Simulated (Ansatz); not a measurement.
# Effect of Te on a S site, symmetric start on ZnCu2SnS4

Consider a 16-atom supercell of ZnCu2SnS4 (space group I-4, No. 82; a = 5.4685 Å, c = 10.9351 Å) at its relaxed geometry.

Now apply this change: one S atom is replaced by Te, atoms relaxed at fixed cell.

Calculations: plane-wave PAW DFT at the PBE level (Ansatz, a first-principles code, 420 eV), no spin-orbit coupling, earlier PAW set. k-mesh 3×4×4 (Γ-centred); smearing 0.05 eV (Fermi–Dirac).

The energy gained by relaxation amounts to 0.94 eV and the largest displacement of a host atom from its site in the perfect cell comes out as 0.30 Å.

Final structure:

```yaml
crystal:
  lattice:
    - [-5.46847, 5.46847, 0.00000]
    - [2.73424, 2.73424, 5.46757]
    - [2.73424, 2.73424, -5.46757]
  atoms:
    - { symbol: Cu, position: [0.99898, 0.04519, 0.00904] }
    - { symbol: Cu, position: [0.49936, 0.49058, 0.49541] }
    - { symbol: Cu, position: [0.27901, 0.48658, 0.01474] }
    - { symbol: Cu, position: [0.74904, 0.99818, 0.49499] }
    - { symbol: Zn, position: [0.72791, 0.48922, 0.00695] }
    - { symbol: Zn, position: [0.24912, 0.00080, 0.49692] }
    - { symbol: Sn, position: [0.99705, 0.49732, 0.48345] }
    - { symbol: Sn, position: [0.50065, 0.99041, 0.99663] }
    - { symbol: Te, position: [0.00880, 0.64351, 0.91108] }
    - { symbol: S, position: [0.50287, 0.12813, 0.38733] }
    - { symbol: S, position: [0.99462, 0.10889, 0.36694] }
    - { symbol: S, position: [0.49575, 0.60248, 0.85758] }
    - { symbol: S, position: [0.72951, 0.63357, 0.37502] }
    - { symbol: S, position: [0.24491, 0.13305, 0.87100] }
    - { symbol: S, position: [0.26667, 0.62743, 0.37174] }
    - { symbol: S, position: [0.75576, 0.12465, 0.86119] }
```

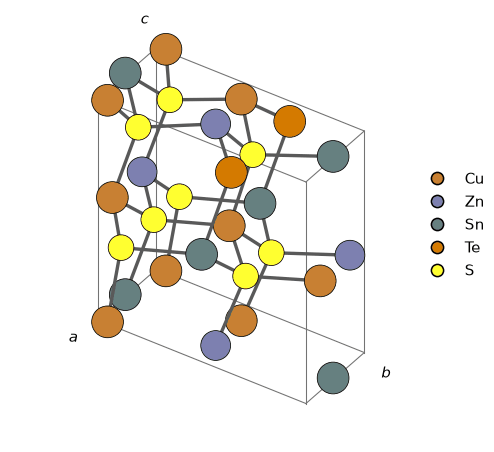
Figure. The relaxed cell after the change

In so small a cell the defect repeats every few ångströms: this is an ordered compound, not a dilute defect. The defect started on the symmetric site and kept its symmetry, so it may sit on a saddle. The final runs are not spin-polarised. The defect cell is not spin-polarised.
